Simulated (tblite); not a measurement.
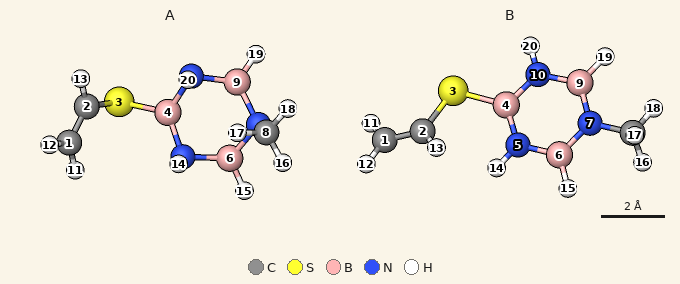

Two geometries of C$_{3}$H$_{10}$B$_{3}$N$_{3}$S, drawn at one scale. One is the start of a relaxation, the other its converged end. The picture is a ball-and-stick view, seen face on.

All numbers below come from GFN2-xTB geometry optimisation, gas phase in tblite. 

Question: Which of the two is the end point?

Answer: Structure B is the relaxed one. The largest move after the best rigid fit is that of H13, 2.30 Å. By element the largest moves are H 2.30 Å, B 1.33 Å, C 1.01 Å, S 0.99 Å, N 0.77 Å. Among the contacts that change: B4–N10 1.532 → 1.413 Å, B6–N7 1.536 → 1.420 Å, N5–B6 1.532 → 1.420 Å, B4–N5 1.519 → 1.414 Å. Among the angles between lasting bonds that change: B4–N10–B9 107.0° → 122.8°, B4–N5–B6 108.5° → 122.3°, B4–N5–H14 106.6° → 119.9°. Groups turn about S3–B4 by about 75°, C2–S3 by about 65°. Over 213 geometry steps the energy falls by 515.8 kJ/mol.
